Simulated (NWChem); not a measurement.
# SiNH3Cl2 (SMILES N[SiH](Cl)Cl): Slater/DGauss-TZVP (density fitting with weigend coulomb fitting)

Aim: the vertical singlet–triplet gap of SiNH3Cl2 at Slater/DGauss-TZVP (density fitting with weigend coulomb fitting), from 2 runs. 

The calculation is run with NWChem 7.3.0.

4 further runs of the same task are left out: 1 that didn't finish, 3 set aside as unsound or not needed.

### 1 The structure to begin with

The species is SiNH3Cl2 (7 atoms), meant as a singlet with charge 0. SMILES: `N[SiH](Cl)Cl`. The shape is that of a PBE0-D4/def2-TZVP optimisation. This is one conformer, not always the lowest.

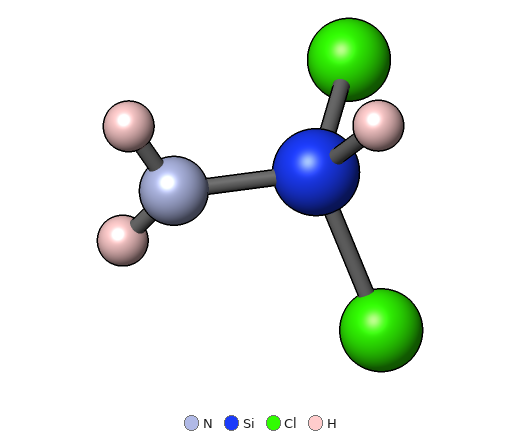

Viewed from a chosen angle; nitrogen light blue, silicon blue, chlorine green, hydrogen pink.

### 2 The energy at Slater/DGauss-TZVP (density fitting with weigend coulomb fitting)

cl2h3nsi.nw

```
START cl2h3nsi
TITLE "Cl2H3NSi Slater"
memory total 2200 mb
charge 0

GEOMETRY units angstrom noautosym nocenter noautoz
  N    -0.051800    1.099600   -0.066300
  Si    0.221700   -0.569500   -0.034800
  Cl    0.681000   -1.079600    1.887200
  Cl   -1.383000   -1.725700   -0.595200
  H    -0.591000    1.544900    0.658900
  H    -0.138200    1.580900   -0.947500
  H     1.322600   -0.918600   -0.947800
END

BASIS spherical bse
  * library DGauss-TZVP
END

BASIS "cd basis" spherical
  * library "weigend coulomb fitting"
END

DFT
  xc slater
  grid fine
  convergence energy 1e-05
  mulliken
  print low
END

TASK dft energy
```

The run is started by

```sh
$ nwchem cl2h3nsi.nw > cl2h3nsi.out
```

What it wrote:

```text
[...]
 d= 0,ls=0.0,diis     1  -1257.5439950084 -1.54D+03  1.43D-02  2.56D+00     1.1
[...]
 d= 0,ls=0.0,diis     9  -1257.6440848846 -5.37D-07  1.93D-06  9.54D-08     3.1
         Total DFT energy =    -1257.644084884601
      One electron energy =    -2300.646935586607
           Coulomb energy =      841.384191255357
    Exchange-Corr. energy =      -76.337160133405
 Nuclear repulsion energy =      277.955819580054
[...]
      Total Density - Mulliken Population Analysis
     ---------------------------------------------
    Atom       Charge   Shell Charges
 -----------   ------   -------------------------------------------------------
    1 N    7     7.75   2.00 -0.00  0.81  0.68  1.60  1.79  0.85  0.02
    2 Si  14    13.42   2.00  1.99  0.01  0.89  0.20  5.99  0.50  1.33  0.22  0.31
    3 Cl  17    17.19   2.00  0.02  1.99  1.13  0.80  6.00  0.94  2.88  1.42  0.02
    4 Cl  17    17.19   2.00  0.02  1.99  1.13  0.79  6.00  0.94  2.87  1.43  0.02
    5 H    1     0.72   0.13  0.38  0.16  0.04
    6 H    1     0.72   0.13  0.39  0.16  0.05
    7 H    1     1.01   0.12  0.43  0.45  0.01
[...]
```

Run time: 3.9 s. Hardware: 1 thread of INTEL XEON PLATINUM 8581C at 2.10GHz (Emerald Rapids), shared host; peak memory 0.12 GiB.

### 3 The triplet at the same level

geom.nw

```
echo
start geom
memory total 2200 mb

geometry units angstroms noautosym nocenter noautoz
N    -0.051800    1.099600   -0.066300
Si    0.221700   -0.569500   -0.034800
Cl    0.681000   -1.079600    1.887200
Cl   -1.383000   -1.725700   -0.595200
H    -0.591000    1.544900    0.658900
H    -0.138200    1.580900   -0.947500
H     1.322600   -0.918600   -0.947800
end

basis spherical bse
* library DGauss-TZVP
end

basis "cd basis" spherical
* library "weigend coulomb fitting"
end

dft
xc slater
mult 3
grid fine
convergence energy 1e-05
maxiter 150
mulliken
noprint "final vectors analysis"
end

task dft energy
```

The run is started by

```sh
$ nwchem geom.nw > geom.out
```

What it wrote:

```text
[...]
          Wavefunction type:  spin polarized.
          No. of atoms     :     7
          No. of electrons :    58
[...]
          Charge           :     0
          Spin multiplicity:     3
[...]
          AO basis - number of functions:   102
[...]
              XC Information
              --------------
                        Slater Exchange Functional  1.000 local
             Grid Information
             ----------------
          Grid used for XC integration:  fine
          Radial quadrature: Mura-Knowles
          Angular quadrature: Lebedev.
[...]
 d= 0,ls=0.0,diis     1  -1257.3056074439 -1.54D+03  3.92D-02  6.22D-01     1.3
[...]
 d= 0,ls=0.5,diis   134  -1257.4121358793 -3.99D-08  9.98D-06  1.50D-07    56.3
[...]
         Total DFT energy =    -1257.412135909602
      One electron energy =    -2298.934808517482
           Coulomb energy =      839.836476097411
    Exchange-Corr. energy =      -76.269623069585
 Nuclear repulsion energy =      277.955819580054
[...]
      Total Density - Mulliken Population Analysis
     ---------------------------------------------
    Atom       Charge   Shell Charges
 -----------   ------   -------------------------------------------------------
    1 N    7     7.24   2.00 -0.00  0.89  0.51  1.52  1.69  0.62  0.01
    2 Si  14    14.11   2.00  1.99  0.01  0.88  0.36  5.99  0.50  1.41  0.67  0.31
    3 Cl  17    17.11   2.00  0.02  1.99  1.14  0.79  6.00  0.94  2.86  1.36  0.02
    4 Cl  17    17.03   2.00  0.02  1.99  1.15  0.78  6.00  0.93  2.83  1.32  0.02
    5 H    1     0.80   0.13  0.38  0.25  0.04
    6 H    1     0.75   0.13  0.37  0.21  0.04
    7 H    1     0.96   0.12  0.41  0.42  0.01
[...]
      <S2> =      2.0027 (Exact =     2.0000)
[...]
```

It took 57 s on 1 thread of INTEL XEON PLATINUM 8581C at 2.10GHz (Emerald Rapids), shared host; peak memory 0.13 GiB.

### 4 Results

At Slater/DGauss-TZVP (density fitting with weigend coulomb fitting):

| quantity | value |
| --- | --- |
| singlet: total energy | -1257.64408 Eh |
| triplet: total energy | -1257.41214 Eh |
| triplet: dipole moment | 1.50 D |
| triplet: ⟨S²⟩ | 2.003 |
| vertical energy of the triplet above the singlet | 6.312 eV |

At this shape the triplet lies 6.31 eV (609 kJ/mol) above the singlet. Mulliken charges (triplet) run from -0.24 on N1 to +0.25 on H6; they depend strongly on the basis.
